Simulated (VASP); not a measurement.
## A VASP study of MgO (PBE + D3(BJ)): structure first, properties next

What structure and properties does PBE + D3(BJ) give MgO, and how near are they to the measured ones? The steps: full relaxation (PBE + D3(BJ)), density, ELF and potential (PBE + D3(BJ)), bands along the symmetry lines (PBE + D3(BJ)), total and projected DOS (PBE + D3(BJ)), zone-centre phonons (PBE + D3(BJ)), dielectric tensor and Born charges (PBE + D3(BJ)), independent-particle dielectric function (PBE + D3(BJ)), core levels (PBE + D3(BJ)), bands along the symmetry lines (HSE06) and band structure (TB-mBJ). The start is a cell from a database of measured crystal structures.

Main program and level: VASP 6.6.1; PBE with D3(BJ); plane waves and PAW (Mg, O), in the first sound run; inputs show where later runs differ.

The experiments to compare with:

“Fully strained epitaxial Ti1-xMgxN(001) layers” (2019, arxiv:1901.10525) reports for MgO, rock salt, by XRD reciprocal space map, 113 reflection (commercial single-crystal MgO(001) substrate): lattice constant a (cubic lattice constant of substrate) 4.212 ± 0.001 Å.

“Electronic structure of alkaline earth and post-transition metal oxides” (2009, arxiv:0908.1581) quotes from earlier work for MgO, rocksalt (bulk crystal): band gap (literature experimental gap) 7.83 eV [Literature value based on experiment; other listed experimental values range from 7.7 to …].

For MgO, rocksalt (wedged single crystal slab, 295 K), “Infrared Optical Properties of Ferropericlase (Mg1-xFexO): Experiment and Theory” (2007, arxiv:0704.2267) gives, by infrared reflectance, oscillator fit: ε∞ (high-frequency dielectric constant) 2.95 ± 0.1; infrared mode (TO phonon at Gamma (T1u)) 396.5 cm⁻¹.

This is a report of a sequence of runs, with most program output left out.

## Step 1: The structure

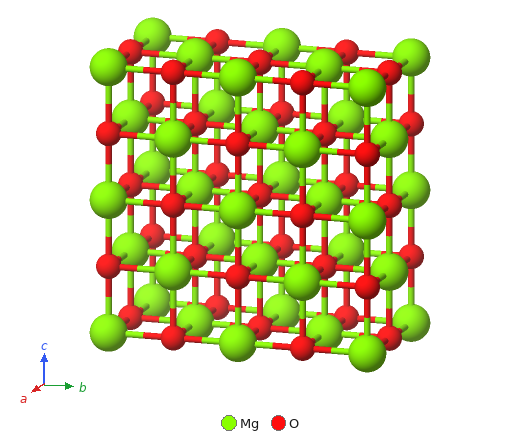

The cell as given, slightly off an axis (magnesium green, oxygen red). 1×2×2 cells are drawn. This picture shows the conventional cell, with its axes. Some periodic images of atoms are drawn too.

## Step 2: Full relaxation (PBE + D3(BJ))

Properties are meant for the cell that this level of theory prefers, so cell and atoms are relaxed first (ISIF = 3) until forces and stress are small; EDIFFG sets the threshold. PBE, the usual starting point, adds the gradient of the density. A dispersion term adds the long-range attraction that semilocal functionals lack. D3 with Becke-Johnson damping keeps a finite attraction at short range.

INCAR reads:

```
SYSTEM = MgO
PREC = Accurate
ENCUT = 520
EDIFF = 1E-06
NELM = 100
ISMEAR = 0
SIGMA = 0.05
LREAL = .FALSE.
ALGO = Normal
GGA = PE
IVDW = 12
NBANDS = 10
LORBIT = 11
LWAVE = .FALSE.
LCHARG = .FALSE.
KPAR = 2
IBRION = 2
NSW = 60
ISIF = 3
EDIFFG = -0.01
```

POSCAR reads:

```
MgO
1.0
    0.0000000000      2.1060700000      2.1060700000
    2.1060700000      0.0000000000      2.1060700000
    2.1060700000      2.1060700000      0.0000000000
Mg O
1 1
Direct
    0.0000000000      0.0000000000      0.0000000000
    0.5000000000      0.5000000000      0.5000000000
```

KPOINTS reads:

```
Automatic mesh
0
Gamma
9 9 9
0 0 0
```

Potentials, in the order of the species: Mg and O (PBE family, release 64).

Started as:

```console
mpirun -np 2 vasp_std
```

Wall time 12 s (2 MPI ranks of AMD EPYC 7R43, shared host); peak memory 0.24 GiB; 22 s of CPU time.

The gap is read on the k-mesh alone, so it is an upper bound where the band edges lie off the mesh. The run keeps the 48 symmetry operations of its start, so it cannot find a distortion of lower symmetry.

Relaxation path:

```csv
step,energy less that of the first step (eV),largest force (eV/Å),pressure (GPa),volume (Å³)
1,0.0000,0.0000,-1.23,18.68
2,-0.0005,0.0000,0.46,18.49
3,-0.0006,0.0000,0.00,18.54
```

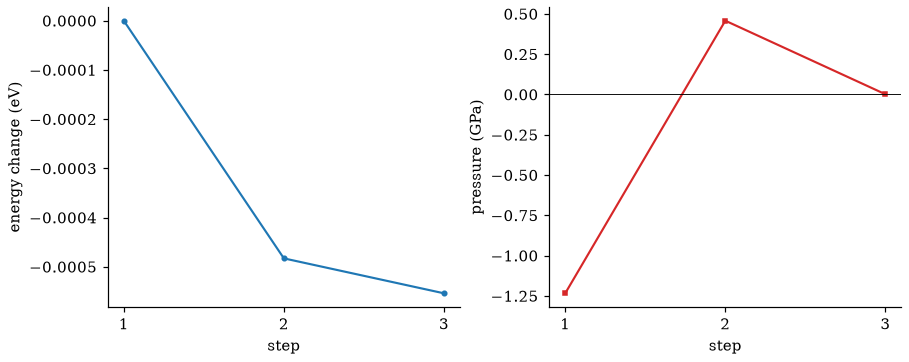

Energy and pressure along the relaxation.

```csv
"conventional cell, symmetrised",before,after,change
a (Å),4.212,4.201,-0.3 %
b (Å),4.212,4.201,-0.3 %
c (Å),4.212,4.201,-0.3 %
volume (Å³/atom),9.34,9.27,-0.8 %
```

The relaxed structure:

```
Mg O
1.0
     0.00000    2.10069    2.10069
     2.10069    0.00000    2.10069
     2.10069    2.10069    0.00000
Mg O
1 1
Direct
  0.00000 0.00000 0.00000
  0.50000 0.50000 0.50000
```

This step gave:

- electrons: 8
- bands: 10
- irreducible k-points: 35
- symmetry operations: 48
- free energy (TOTEN): -12.49 eV
- Fermi energy: 3.471 eV
- pressure: 0.001188 GPa
- metallic: no
- valence top at k: 0, 0, 0
- conduction bottom at k: 0, 0, 0
- least direct gap at k: 0, 0, 0
- SCF cycles over all ionic steps: 22
- gap on the k-mesh: 4.801 eV
- least direct gap on the k-mesh: 4.801 eV

It ends with forces that vanish by symmetry and a pressure of 0.00 GPa. The volume lies -0.8 % from that of the database's start, which holds the thermal and zero-point expansion of its experiment.

## Step 3: Density, ELF and potential (PBE + D3(BJ))

A single point on the relaxed cell gives a clean self-consistent state, with density, ELF and potential written out.

INCAR: that of step 2 with these lines changed.

```diff
@@ -14,7 +14,5 @@
 LWAVE = .FALSE.
-LCHARG = .FALSE.
-KPAR = 2
-IBRION = 2
-NSW = 60
-ISIF = 3
-EDIFFG = -0.01
+LCHARG = .TRUE.
+ISIF = 2
+LELF = .TRUE.
+LVHAR = .TRUE.
```

POSCAR reads:

```
MgO
1.0
    0.0000000000      2.1006853663      2.1006853663
    2.1006853663      0.0000000000      2.1006853663
    2.1006853663      2.1006853663      0.0000000000
Mg O
1 1
Direct
    0.0000000000      0.0000000000      0.0000000000
    0.5000000000      0.5000000000      0.5000000000
```

KPOINTS is that of step 2.

Started as:

```console
mpirun -np 2 vasp_std
```

It took 9.2 s on 2 MPI ranks; peak memory 0.18 GiB.

This step gave:

* SCF cycles: 12
* pressure: -0.003833 GPa

Valence electrons inside each PAW sphere by angular momentum. Sphere charges, by row:

```csv
atom,s (e),p (e),d (e),tot (e)
Mg1,0.15,0.181,0.081,0.412
O2,1.542,3.565,0,5.108
```

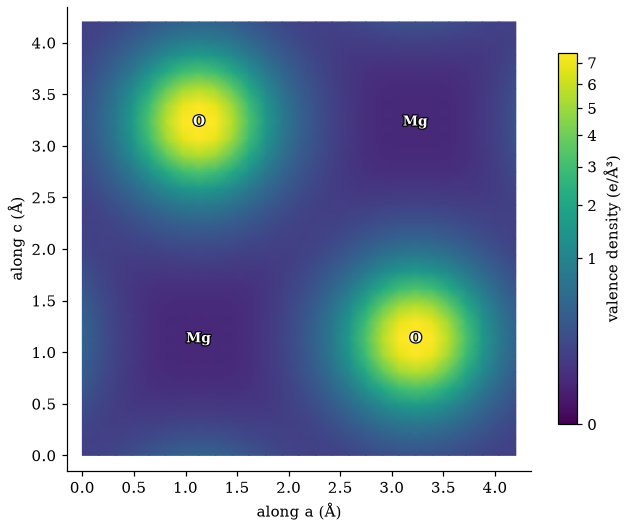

Valence density in the ac plane of the conventional cell at fractional y = 0.000, with atoms of Mg and O within 0.2 Å of it. It is the smooth field of the valence electrons, not physical close to the nuclei. The map starts off the cell's origin, so that atoms lie inside it. The colour scale is stretched toward low values.

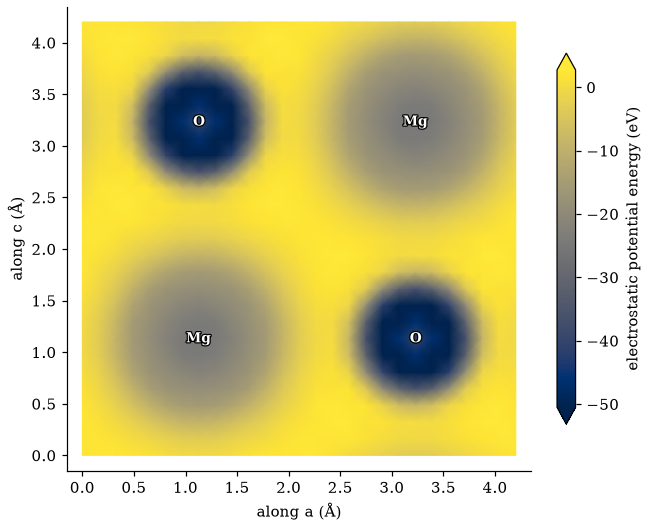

Electrostatic potential energy in the ac plane of the conventional cell at fractional y = 0.000, with atoms of Mg and O within 0.2 Å of it. With pseudopotentials it is smooth inside the atoms' cores, unlike the true potential. The map starts off the cell's origin, so that atoms lie inside it.

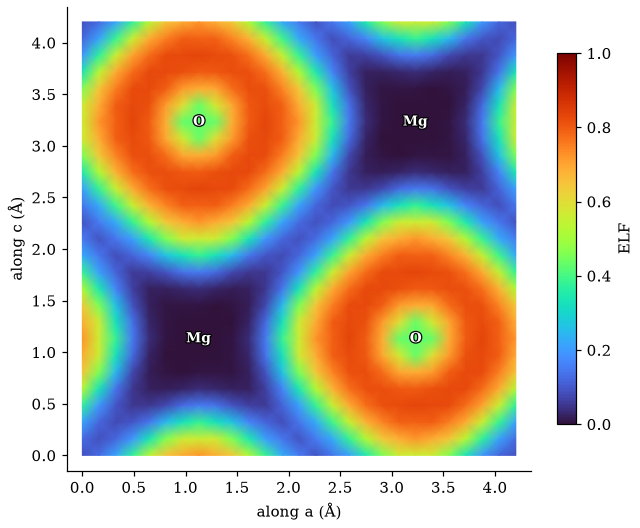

ELF in the ac plane of the conventional cell at fractional y = 0.000, with atoms of Mg and O within 0.2 Å of it. It is the smooth field of the valence electrons, not physical close to the nuclei. The map starts off the cell's origin, so that atoms lie inside it.

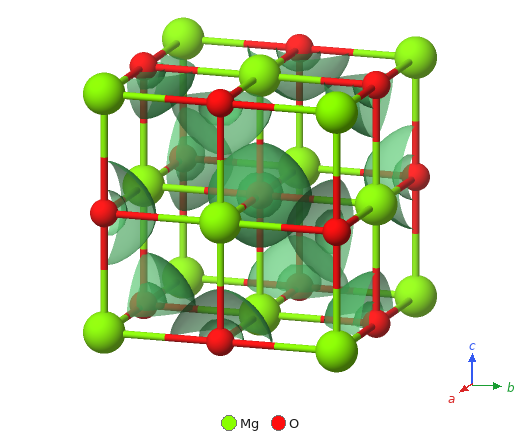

Surface of ELF = 0.75.

In this run the pressure is 0.00 GPa, small enough to go on.

## Step 4: Bands along the symmetry lines (PBE + D3(BJ))

Levels along the symmetry lines show where the bands peak and cross; KPOINTS_OPT computes them in the converged potential.

INCAR reads:

```
SYSTEM = MgO
PREC = Accurate
ENCUT = 520
EDIFF = 1E-06
NELM = 100
ISMEAR = 0
SIGMA = 0.05
LREAL = .FALSE.
ALGO = Normal
GGA = PE
IVDW = 12
NBANDS = 16
LORBIT = 11
LWAVE = .FALSE.
LCHARG = .FALSE.
KPAR = 2
```

POSCAR is that of step 3.

KPOINTS is that of step 3.

KPOINTS_OPT reads:

```
Line mode
16
Line-mode
Reciprocal
  0.00000000   0.00000000   0.00000000 GAMMA
  0.50000000   0.00000000   0.50000000 X

  0.50000000   0.00000000   0.50000000 X
  0.50000000   0.25000000   0.75000000 W

  0.50000000   0.25000000   0.75000000 W
  0.37500000   0.37500000   0.75000000 K

  0.37500000   0.37500000   0.75000000 K
  0.00000000   0.00000000   0.00000000 GAMMA

  0.00000000   0.00000000   0.00000000 GAMMA
  0.50000000   0.50000000   0.50000000 L

  0.50000000   0.50000000   0.50000000 L
  0.62500000   0.25000000   0.62500000 U

  0.62500000   0.25000000   0.62500000 U
  0.50000000   0.25000000   0.75000000 W

  0.50000000   0.25000000   0.75000000 W
  0.50000000   0.50000000   0.50000000 L

  0.50000000   0.50000000   0.50000000 L
  0.37500000   0.37500000   0.75000000 K

  0.62500000   0.25000000   0.62500000 U
  0.50000000   0.00000000   0.50000000 X
```

Started as:

```console
mpirun -np 2 vasp_std
```

Run time: 32 s. Hardware: 2 MPI ranks; peak memory 0.23 GiB; 56 s of CPU time.

Numbers from this step:

| Property | Result |
| --- | --- |
| bands | 16 |
| Fermi energy | 3.564 eV |
| pressure | -0.01798 GPa |
| least gap on mesh and path | 4.801 eV |
| least direct gap on mesh and path | 4.801 eV |

Electronic bands along the path, in eV, zero at the valence-band top; v1 is the highest filled band, c1 the lowest empty one:

```csv
point,v3,v2,v1,c1,c2
Γ,0.00,0.00,0.00,4.80,15.84
X,-4.12,-1.36,-1.36,9.13,10.05
W,-2.98,-2.98,-1.78,11.70,11.70
K,-3.52,-2.73,-1.15,10.13,11.86
Γ,0.00,0.00,0.00,4.80,15.84
L,-4.65,-0.66,-0.66,7.95,12.69
U,-3.52,-2.73,-1.15,10.13,11.86
W,-2.98,-2.98,-1.78,11.70,11.70
L,-4.65,-0.66,-0.66,7.95,12.69
K,-3.52,-2.73,-1.15,10.13,11.86
jump to U,-3.52,-2.73,-1.15,10.13,11.86
X,-4.12,-1.36,-1.36,9.13,10.05
```

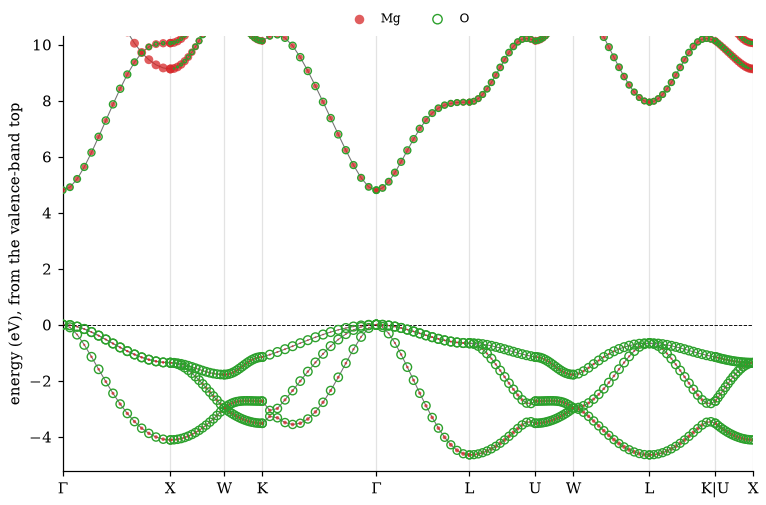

Electronic bands along the path; dots are coloured as in the legend, and their area grows with the weight.

The path finds the gap of the mesh within 0.02 eV, so the mesh comes close to both band edges.

## Step 5: Total and projected DOS (PBE + D3(BJ))

A density of states needs more k-points than a total energy; ISMEAR = -5 takes tetrahedra, and LORBIT projects the states on the PAW spheres. The mesh is finer than in the run before.

INCAR: that of step 4 with these lines changed.

```diff
@@ -5,3 +5,3 @@
 NELM = 100
-ISMEAR = 0
+ISMEAR = -5
 SIGMA = 0.05
@@ -16 +16,2 @@
 KPAR = 2
+NEDOS = 2001
```

POSCAR is that of step 4.

KPOINTS reads:

```
Automatic mesh
0
Gamma
13 13 13
0 0 0
```

Started as:

```console
mpirun -np 2 vasp_std
```

Elapsed: 23 s, on 2 MPI ranks; peak memory 0.23 GiB; 41 s of CPU time.

This step gave:

```
irreducible k-points : 84
Fermi energy         : 3.245 eV
pressure             : -0.01757 GPa
```

The density of states has structure finer than the step of the table below, so its rows give means over 2 eV, whole bins alone (the curve runs from -12.0 to 12.7 eV). Peaks (eV: height): total -3.7: 2.63, -0.7: 2.95, 10.2: 0.986, 12.1: 1.76; O p -3.6: 1.24, -0.7: 2.06, 12.1: 0.548; Mg p -3.7: 0.102, -1.3: 0.0746, 9.9: 0.0693, 11.9: 0.0611; Mg s -3.6: 0.134, 10.2: 0.097, 12.1: 0.122, 12.5: 0.185; Mg d -3.6: 0.0221, -0.7: 0.0644, 9.9: 0.0625, 12.1: 0.119.

States under -12.0 eV and over 12.7 eV are left out. The density of states by energy, zero at the valence-band top; means over each step; values in states/eV/cell:

```csv
energy (eV),total,O p,Mg p,Mg s,Mg d,O s
-6,0,0,0,0,0,0
-4,0.847,0.399,0.0262,0.0472,0.00703,0.00926
-2,1.30,0.793,0.0422,0.0171,0.0151,0.00672
0,0.847,0.592,0.0118,9.4e-4,0.0150,5.2e-4
2,0,0,0,0,0,0
4,2.1e-4,1.0e-5,0,4.8e-5,0,5.2e-5
6,0.0555,0.00807,0.00157,0.00996,1.1e-4,0.0107
8,0.322,0.0491,0.0310,0.0285,0.00279,0.0402
10,0.743,0.105,0.0514,0.0578,0.0443,0.0371
```

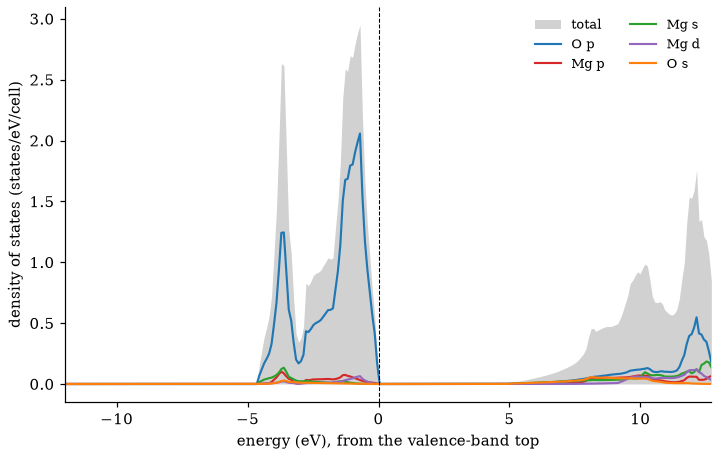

Density of states, plotted against energy.

The gap on this mesh is 4.80 eV. In the top eV of the valence band the largest shares in the PAW spheres are O p 70 %; in the lowest eV of the conduction band, O s 22 %, Mg s 21 % and O p 9 %. The rest lies in smaller channels or between the spheres.

## Step 6: Zone-centre phonons (PBE + D3(BJ))

Zone-centre modes test whether the atoms sit at a minimum within this cell. IBRION = 6 takes the force constants from differences of forces between displaced cells, so the forces must be tight.

INCAR reads:

```
SYSTEM = MgO
PREC = Accurate
ENCUT = 520
EDIFF = 1E-08
NELM = 100
ISMEAR = 0
SIGMA = 0.05
LREAL = .FALSE.
ALGO = Normal
GGA = PE
IVDW = 12
NBANDS = 10
LORBIT = 11
LWAVE = .FALSE.
LCHARG = .FALSE.
KPAR = 2
IBRION = 6
NFREE = 2
POTIM = 0.015
ISIF = 2
NSW = 1
```

POSCAR is that of step 5.

KPOINTS reads:

```
Automatic mesh
0
Gamma
9 9 9
0 0 0
```

Started as:

```console
mpirun -np 2 vasp_std
```

Run time: 41 s. Hardware: 2 MPI ranks; peak memory 0.25 GiB.

The last energy, forces, stress and levels in OUTCAR belong to the last displaced cell, not to the cell of POSCAR.

This step gave:

```
bands                     : 10
irreducible k-points      : 35
pressure of the cell      : 0.003312 GPa
largest force of the cell : 0 eV/Å
```

Transverse limit, no LO-TO splitting. The modes at Γ (shares of kinetic energy by element, %):

```csv
mode,frequency (cm⁻¹),symmetry,Mg %,O %
1,-0.1,acoustic,60,40
2,-0.1,acoustic,60,40
3,-0.1,acoustic,60,40
4,402.4,T1u,40,60
5,402.4,T1u,40,60
6,402.4,T1u,40,60
```

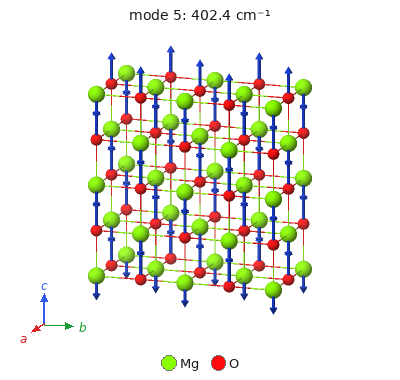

Displacement patterns of mode 5 at Γ; arrows are exaggerated. 1×2×2 conventional cells are drawn. Some periodic images of atoms are drawn too.

The three acoustic modes lie within 0.1 cm⁻¹ of zero, and all others are real. By the characters of their eigenvectors the optical modes sort into (cm⁻¹) infrared active: T1u 402.

## Step 7: Dielectric tensor and Born charges (PBE + D3(BJ))

The response to a static field gives the electronic dielectric tensor and the Born charges. It needs tightly converged orbitals, hence the small EDIFF.

INCAR: that of step 6 with these lines changed.

```diff
@@ -6,3 +6,3 @@
 ISMEAR = 0
-SIGMA = 0.05
+SIGMA = 0.01
 LREAL = .FALSE.
@@ -16,6 +16,2 @@
 KPAR = 2
-IBRION = 6
-NFREE = 2
-POTIM = 0.015
-ISIF = 2
-NSW = 1
+LEPSILON = .TRUE.
```

POSCAR is that of step 6.

KPOINTS reads:

```
Automatic mesh
0
Gamma
13 13 13
0 0 0
```

Started as:

```console
mpirun -np 2 vasp_std
```

Run time: 2.8 min. Hardware: 2 MPI ranks; peak memory 0.4 GiB.

Energies printed during the response cycles are not total energies of the cell.

Numbers from this step:

```
irreducible k-points : 84
Fermi energy         : 3.362 eV
pressure             : 0.003642 GPa
```

Electronic dielectric tensor with local fields:

```
3.12 0.00 0.00
0.00 3.12 0.00
0.00 0.00 3.12
```

Born effective charge (e), principal values of the symmetric part by kind of site:

```csv
atom,atoms with these values,low,middle,high,mean
Mg1,1,1.97,1.97,1.97,1.97
O2,1,-1.97,-1.97,-1.97,-1.97
```

In full for O2:

```
-1.97  0.00  0.00
 0.00 -1.97  0.00
 0.00  0.00 -1.97
```

The Born charges sum to zero; the printed set may have that rule imposed, so this is no test. Born charges and mode vectors give each infrared mode its dipole; summed over the modes, dipole squared over frequency squared adds 6.57 to the electronic 3.12, for a mean static constant of 9.69. With one infrared mode the Lyddane-Sachs-Teller relation, LO/TO = (ε0/ε∞)^½, puts the longitudinal line at 708 cm⁻¹. The mean Born charge of O, -1.97 e, lies near its nominal -2, though a dynamic charge doesn't by itself measure how ionic a bond is.

## Step 8: Independent-particle dielectric function (PBE + D3(BJ))

LOPTICS sums transitions from filled to empty bands. NBANDS is raised for it.

INCAR reads:

```
SYSTEM = MgO
PREC = Accurate
ENCUT = 520
EDIFF = 1E-06
NELM = 100
ISMEAR = 0
SIGMA = 0.05
LREAL = .FALSE.
ALGO = Normal
GGA = PE
IVDW = 12
NBANDS = 20
LORBIT = 11
LWAVE = .FALSE.
LCHARG = .FALSE.
KPAR = 2
LOPTICS = .TRUE.
NEDOS = 1500
CSHIFT = 0.1
```

POSCAR is that of step 7.

KPOINTS is that of step 7.

Started as:

```console
mpirun -np 2 vasp_std
```

Run time: 30 s. Hardware: 2 MPI ranks; peak memory 0.29 GiB.

These are independent-particle spectra without excitons or local fields, and fine structure depends on the mesh and on CSHIFT.

This step gave:

```yaml
bands: 20
fermi_energy: 3.461 eV
pressure: -0.01028 GPa
```

The imaginary dielectric function, xx has structure finer than the step of the table below, so its rows give means over 1 eV, whole bins alone (the curve runs from 0 to 25.0 eV). Peaks (eV: height): 6.2: 1.73, 7.3: 2.01, 8.8: 4.25, 9.5: 3.55, 11.3: 7.06, 15.3: 3.94.

Imaginary dielectric function, xx against photon energy; means over each step:

```csv
photon energy (eV),"imaginary dielectric function, xx"
1,0.00428
2,0.00952
3,0.0176
4,0.0392
5,0.408
6,0.923
7,1.24
8,1.81
9,3.24
10,3.02
11,4.82
12,3.32
13,2.66
14,2.32
15,3.08
16,2.87
17,2.43
18,2.24
19,1.09
20,0.697
21,0.813
22,0.534
23,0.436
24,0.319
```

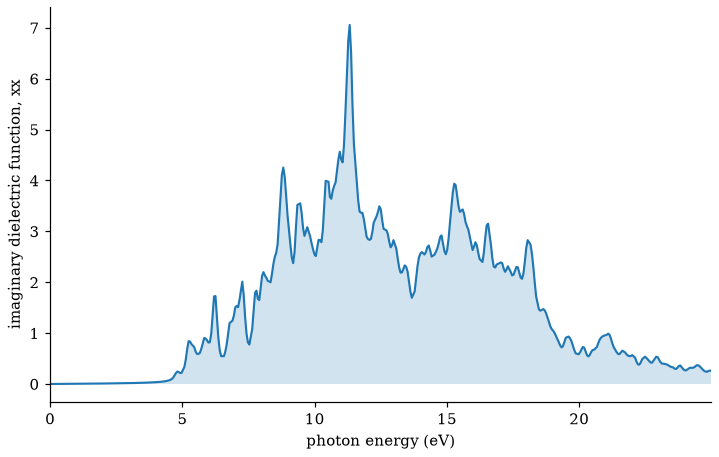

Imaginary dielectric function, xx, plotted against photon energy.

Table of real dielectric function, xx by photon energy:

```csv
photon energy (eV),"real dielectric function, xx"
0.0,3.16
2.5,3.31
5.0,4.21
7.5,4.09
10.0,3.27
12.5,0.655
15.0,1.50
17.5,-0.240
20.0,-0.278
22.5,-0.0116
```

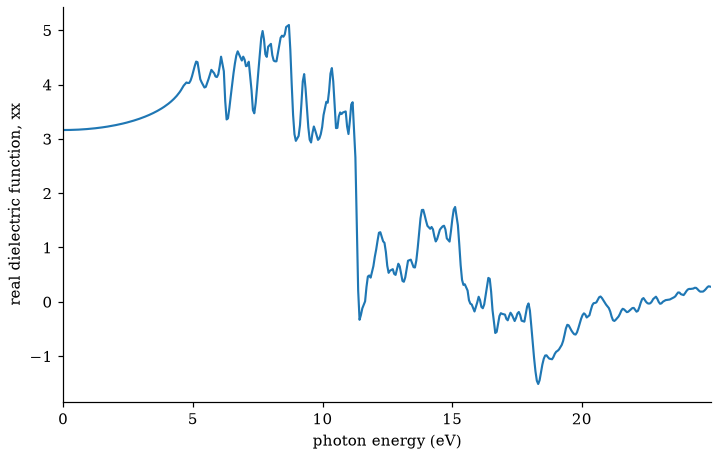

Real dielectric function, xx, plotted against photon energy.

Its static limit, 3.16, stands beside 3.12 from the response with local fields; local fields, the finite band count and the meshes make the difference. The mean of ε2 over directions passes 5 % of its top at 5.13 eV, against a least direct gap of 4.80 eV on this mesh, so the first direct transitions are weak, forbidden or few.

[end of part 1 of 2]

[Lines on the potential files, build, host, timing and source positions are cut from VASP's logs without a mark.]

[Logs are printed without paths, hosts, clocks, repeated set-up lines and the standing remarks that a program may print on its own settings, such as how far it seeks lower states.]

[Hosts, paths, dates, database ids (printed as entryN), source tags and the programs' standing remarks are cut or masked in the printed files.]

[Measured values are set beside computed ones only where the two were judged alike; some that the calculation misses by far are left out.]
